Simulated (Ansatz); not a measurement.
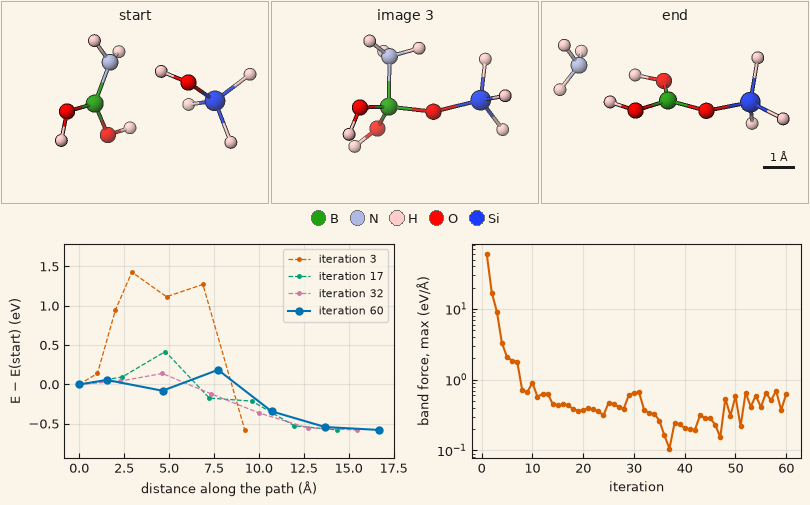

A search for the minimum-energy path of BSiNH₈O₃ by the nudged elastic band. Images are numbered from 0 (start) to 6 (end). The plot follows the band through its iterations. Style: ball-and-stick. Shown at a tilt.

All numbers below come from Ansatz 0.2.0, RKS CAM-B3LYP-D4/6-31G*. Run with 5 movable images; climbing image; force threshold 0.05 eV/Å; iteration limit 60; spring constant 0.5 eV/Å²; starting path through a guess of the saddle point.

**Judge this run.**

The result isn't final. The band hadn't converged when the run stopped after 60 iterations. The largest component of the band force went from 61 to 0.63 eV/Å. The barrier read from it is provisional: over the last two iterations the highest image moved from 0.23 eV to 0.19 eV. The first iteration put the highest image at 19.26 eV. Relative to the start the highest point is image 3 at +0.19 eV and the end lies at −0.58 eV, but the profile dips to −0.08 eV at image 2 on the way, so there may be more than one step; on an unconverged band the side maxima are provisional.
